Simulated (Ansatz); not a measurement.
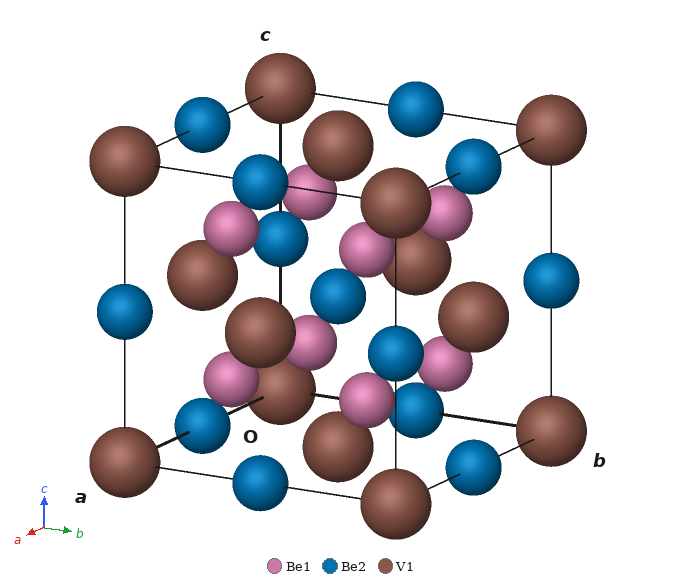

For Be3V, the end point of a relaxation with DFT PBE, scalar-relativistic, plane waves, PAW (Ansatz); the starting structure was generated, so it need not be a known form of this composition: one unit cell; atoms that symmetry makes equivalent share a colour (atoms on faces, edges and corners are repeated). The drawing is computed from the coordinates (standard cell, symmetry found to 0.002 Å).

a = 5.337 Å, b = 5.337 Å, c = 5.337 Å, α = 90.00°, β = 90.00°, γ = 90.00°; space group No. 225, Fm-3m.

One atom of each site: Be1 (1/4, 3/4, 3/4); Be2 (1/2, 0, 0); V1 (0, 0, 0).

Question: Give the multiplicity, Wyckoff letter and site symmetry of each site.

Answer:
| site | Wyckoff | symmetry |
| --- | --- | --- |
| Be1 | 8c | -43m |
| Be2 | 4b | m-3m |
| V1 | 4a | m-3m |

Question: How many free positional parameters does the structure have?

Answer: 0: Be1 0, Be2 0, V1 0.
